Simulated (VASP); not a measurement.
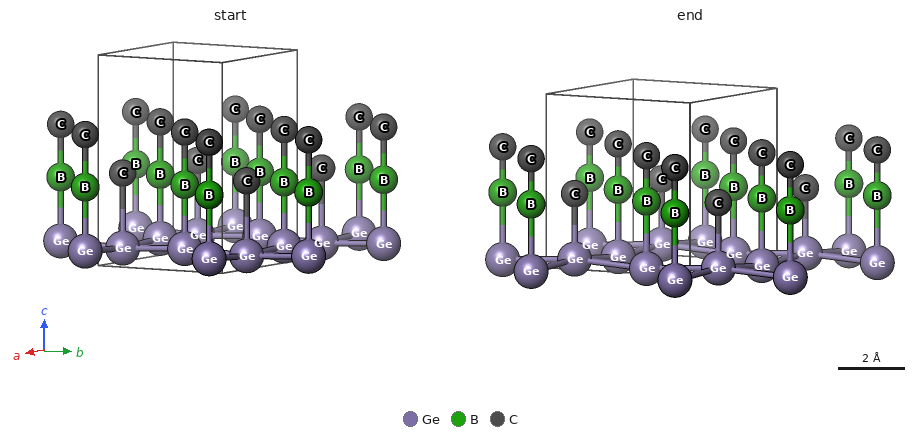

The structure of a crystal of Ge3B2C3 (a generated structure, set up in P4mm) before (left) and after (right) a relaxation, at one scale.

A ball-and-stick model of the cell of the calculation, repeated 2 × 2 × 1 with one cell outlined, seen from a free direction.

The run lets cell and atoms move.

These are results of Kohn-Sham DFT of a periodic cell, PBE, VASP PAW PBE potentials, recommended in VASP 6.6.1, not measurements.

Input
```
SYSTEM = Ge3B2C3
PREC = Normal ; ENCUT = 520
EDIFF = 1E-4 ; ISMEAR = 0
SIGMA = 0.15 ; LREAL = .FALSE.
LASPH = .TRUE. ; NELM = 60
ALGO = Fast ; ISIF = 3
LWAVE = .FALSE. ; LCHARG = .FALSE.
GGA = PE ; IBRION = 2
NSW = 24 ; EDIFFG = -0.08
```

Launched with:
```bash
cat potpaw_PBE.64/Ge_d/POTCAR potpaw_PBE.64/B/POTCAR potpaw_PBE.64/C/POTCAR > POTCAR
mpirun -np 1 vasp_std > vasp.out
```

> Summarise the run.

The relaxation stopped without meeting its thresholds, so the last structure isn't shown to be converged. The energy falls by 568 meV per atom in 23 geometry steps. Largest force component: 5.2 eV/Å at the start, 1.9 eV/Å at the end. The pressure goes from 4.58 to −4.26 GPa. The largest moves relative to the cell, 0.31 Å, are those of Ge atoms. Largest moves by element: Ge 0.31 Å, C 0.20 Å, B 0.13 Å. The volume changes by +10.9 %, with a = b 4.407 → 5.113 Å (+16.0 %), c 6.442 → 5.311 Å (−17.6 %). Among the contacts that change: C–Ge 2.880 → 1.865 Å, Ge–Ge 2.206 → 2.561 Å, B–C 2.216 → 2.558 Å, C–Ge 2.292 → 2.002 Å. New bonds form: C–Ge (2.88 → 1.86 Å). Among the angles between lasting bonds that change: Ge–Ge–B 92.6° → 86.6°, Ge–Ge–C 87.4° → 93.4°. The space group stays P4mm (No. 99). At step 1 the optimiser overshot: the energy rose above the start, and later steps came back. The volume changes by over a tenth within one run on a fixed set of plane waves, so the end point should be relaxed again from the new cell. It ran on 1 thread of Intel(R) Xeon(R) Platinum 8259CL CPU @ 2.50GHz (Skylake/Cascade Lake), on a shared host.

Limits of the set-up: layers or molecules are held without a dispersion correction, so their spacing is unreliable.
